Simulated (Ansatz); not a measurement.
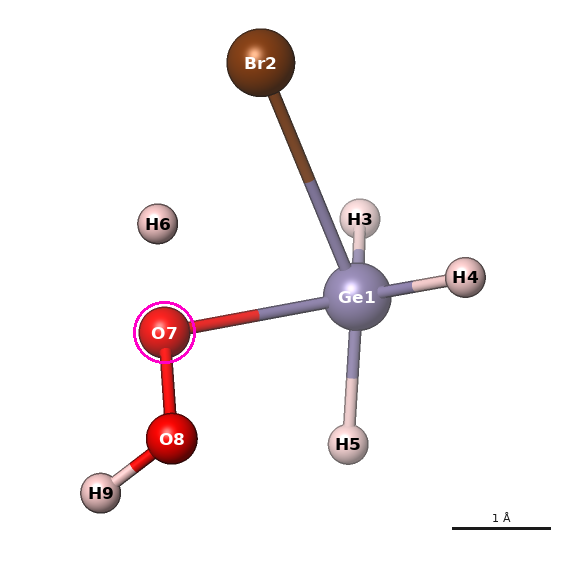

The picture comes from a calculation with Ansatz.

Orthographic view. Depth is shown by fading: the farther an atom, the more it takes the colour of the background. Geometry: start.

Which atoms are bonded to the circled atom?

Answer. The circled atom is O7; it is bonded to Ge1, O8.

Which atom is farthest from the viewer?

Answer. H3, 2.0 Å behind the mean position.

Of Ge1 and H4, which is nearer the viewer?

Answer. H4; the bond to Ge1 points away from the viewer, so it looks shorter than its 1.53 Å.
